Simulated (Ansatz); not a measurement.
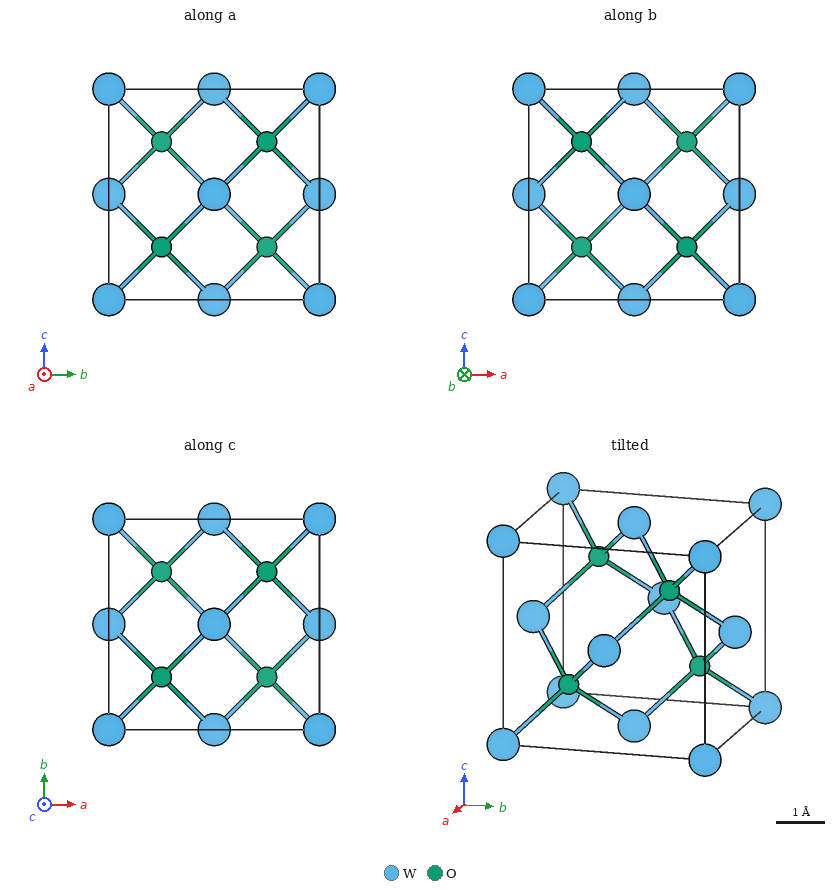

Structure drawing (ball-and-stick), viewed along the a axis, along the b axis, along the c axis and slightly off an axis. Atoms at the boundary of the conventional unit cell (the box) are drawn once for each face, edge or corner they touch.

Lattice parameters: a = 4.480 Å, b = 4.480 Å, c = 4.480 Å, α = 90.00°, β = 90.00°, γ = 90.00°.

Question: Put the structure into a table of Wyckoff sites.

Answer: Space group F-43m (No. 216).
```
atom  site       x       y       z
   W    4a  0.0000  0.0000  0.0000
   O    4d  0.2500  0.2500  0.7500
```

Its origin is a structure type filled with these elements by a generator (whether the compound takes this form wasn't checked). Earlier steps of the study, as a rule a relaxation of our own, may have changed the cell and positions, so they can lie some per cent off the listed ones. It was run through Ansatz as a DFT input.

At this level of theory the run's own cell isn't at rest (compressed, at 71 GPa), so its distances can differ from those at equilibrium, the more so the softer the solid.
